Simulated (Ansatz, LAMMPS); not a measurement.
# Liquid (Cs,Na)I at 1200 K (70 atoms): a single point, part 2 of 2

Wanted: forces, charges and levels of liquid (Cs,Na)I at 1200 K (70 atoms).

Ansatz 0.2.0; Kohn-Sham DFT, PBE, PAW (set soft_2, large core), plane waves.

The cell: 13 Cs, 22 Na and 35 I. The starting topology of bonds comes from the classical model. The ion parameters were fitted for water, not for melts. Only the Γ point is sampled, in a cell whose shortest periodic width is 16 Å. No spin–orbit coupling is included.

So far. Step 3 (Plane-wave single point): About 45 of the 560 electrons lie in deeper levels, below the stored range.

## Step 3: Plane-wave single point (continued)

The levels nearest the highest filled one (over half full), pooled over k-points and spins:

```csv
level less the highest filled one (eV),occupation
-0.560,2
-0.532,2
-0.402,2
-0.259,2
-0.150,2
0,2
1.97,0
2.52,0
2.72,0
2.86,0
2.92,0
3.08,0
```

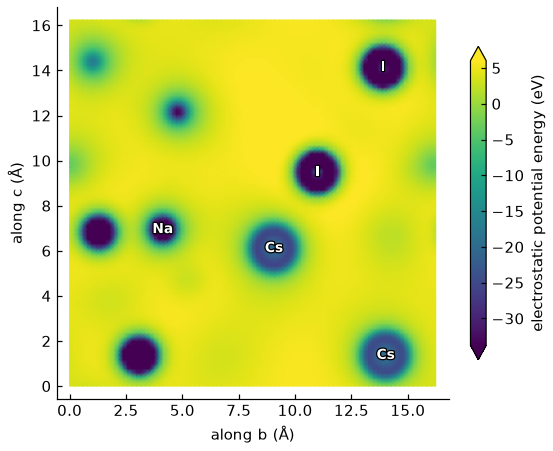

Electrostatic potential energy in the bc plane at fractional x = 0.174, with atoms of Cs and Na and I within 0.2 Å of it. With pseudopotentials it is smooth inside the atoms' cores, unlike the true potential.

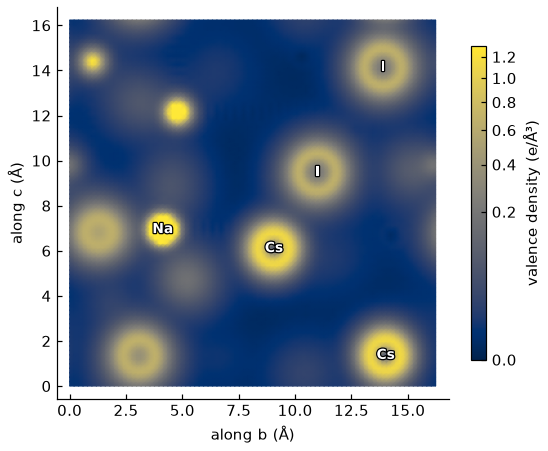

Valence density in the bc plane at fractional x = 0.174, with atoms of Cs and Na and I within 0.2 Å of it. It is the smooth field of the valence electrons, not physical close to the nuclei. The colour scale is stretched toward low values.

Mean Löwdin charges: Cs +0.78, I -0.66, Na +0.67 e (they miss 0.34 % of the electrons, so they add up to more than the cell's charge). The largest share in the top eV of filled states is I p (98 % of the projected weight), and in the lowest eV of empty states Na s (59 % of the projected weight).

## Step 4: Structure statistics

These statistics describe the geometry on which the runs were made.

Density 2.59 g/cm³, 61.14 Å³ an atom.

g(r), total and by pair (bins of 0.2 Å):

```csv
r (Å),total,I-I,I-Na,I-Cs,Na-Na,Na-Cs,Cs-Cs
2.80,0.68,0.00,2.15,0.00,0.00,0.00,0.00
3.00,1.47,0.00,4.68,0.00,0.00,0.00,0.00
3.20,1.51,0.00,4.59,0.35,0.00,0.00,0.00
3.40,1.38,0.00,2.52,3.15,0.00,0.00,0.00
3.60,1.28,0.00,1.85,3.21,1.08,0.00,0.00
3.80,0.72,0.00,0.91,2.33,0.00,0.00,0.00
4.00,1.12,0.35,1.53,3.00,0.00,0.00,0.00
4.20,0.79,0.47,0.38,1.06,2.79,0.34,1.19
4.40,1.11,1.85,0.23,0.98,1.81,1.23,2.10
4.60,0.91,1.45,0.52,0.35,1.65,1.38,0.00
4.80,0.69,1.43,0.10,0.32,0.92,1.29,0.00
5.00,1.14,2.03,0.26,0.61,1.96,2.14,0.00
5.20,1.18,2.05,0.41,0.55,1.56,1.54,3.01
5.40,1.00,0.95,0.90,0.78,2.42,0.81,0.00
5.60,1.31,1.97,0.92,0.72,1.55,1.54,1.95
5.80,1.00,1.41,0.86,0.57,0.84,1.24,1.19
6.00,0.83,0.77,0.92,0.73,0.00,0.99,2.83
6.20,0.98,0.72,0.86,0.69,1.09,2.17,1.06
6.40,0.87,1.16,0.87,0.45,1.38,0.57,0.48
6.60,0.99,1.01,0.86,0.77,0.65,1.76,1.36
6.80,1.12,0.90,1.23,1.46,0.46,1.02,2.19
7.00,0.94,0.85,1.13,1.15,0.72,0.73,0.00
7.20,0.95,1.18,1.24,0.79,0.28,0.58,0.78
7.40,0.99,0.51,1.36,1.02,1.03,0.98,0.74
7.60,1.10,0.57,1.19,1.69,0.49,1.53,1.41
7.80,0.90,0.55,1.16,1.54,0.70,0.29,0.33
```

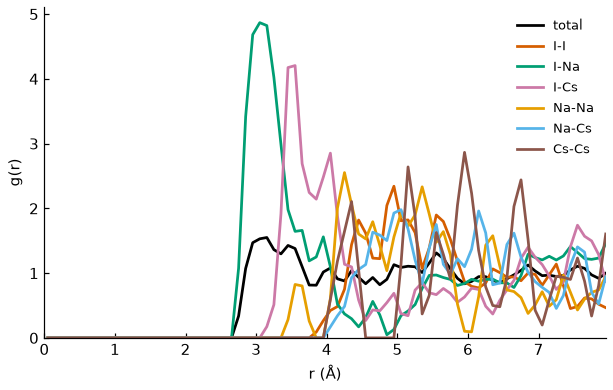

Pair distribution functions, lightly smoothed.

Local excerpt of 9 atoms (numbers count through the whole input) about Cs5, which bears the longest force; x, y, z are measured from there.

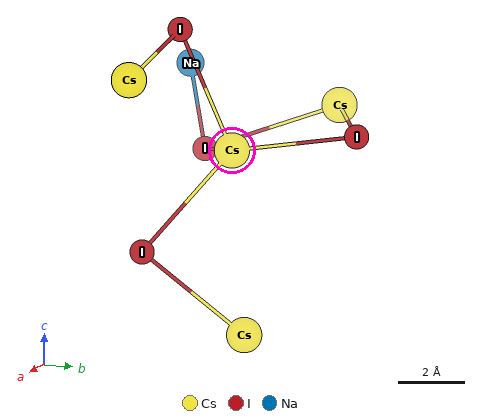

The atoms of the table, within 5.6 Å (arrows a, b, c point along x, y, z); some may hide others; the central atom is ringed.

```csv
atom,x,y,z,distance (Å),Löwdin charge (e),Fx,Fy,Fz (eV/Å)
Cs5,0.00,0.00,0.00,0.00,0.80,1.06,0.53,0.34
I46,-2.50,-1.98,-0.69,3.27,-0.67,-0.58,0.17,-0.35
I40,-0.41,3.94,0.72,4.03,-0.67,-0.43,-0.14,-0.33
I45,2.48,-1.89,-2.80,4.19,-0.68,-0.25,0.32,0.02
I61,1.05,-1.25,3.89,4.22,-0.70,-0.29,-0.20,-0.19
Cs11,-3.88,1.86,0.73,4.36,0.80,0.10,0.10,0.18
Na23,-3.86,-3.06,1.57,5.17,0.67,-0.19,0.05,0.16
Cs10,4.38,-1.49,3.03,5.53,0.81,0.23,0.10,-0.16
Cs12,1.08,0.88,-5.43,5.61,0.78,-0.14,0.36,-0.08
```

## Step 5: Outcome

```yaml
free_energy_per_atom: -4105.3261 eV/atom
pressure: -0.01931 GPa
r_m_s_force_component: 0.2751 eV/Å
spacing_of_highest_filled_and_lowest_empty_level: 1.974 eV
wall_time_of_the_1_dft_run: 20 s
```

Between filled and empty levels lie 1.97 eV (at Γ alone); a semilocal functional tends to put such gaps too low. In a disordered cell it changes from sample to sample and from frame to frame.

**Limits.** The force components of 0.28 eV/Å r.m.s. reflect the temperature of the frame as well as the gap between the generating potential and DFT. The pressure of a single frame lacks the kinetic term.

[Logs are printed without paths, hosts, clocks, repeated set-up lines and the standing remarks that a program may print on its own settings, such as how far it seeks lower states.]

[Hosts, paths, dates, database ids (printed as entryN), source tags and the programs' standing remarks are cut or masked in the printed files.]
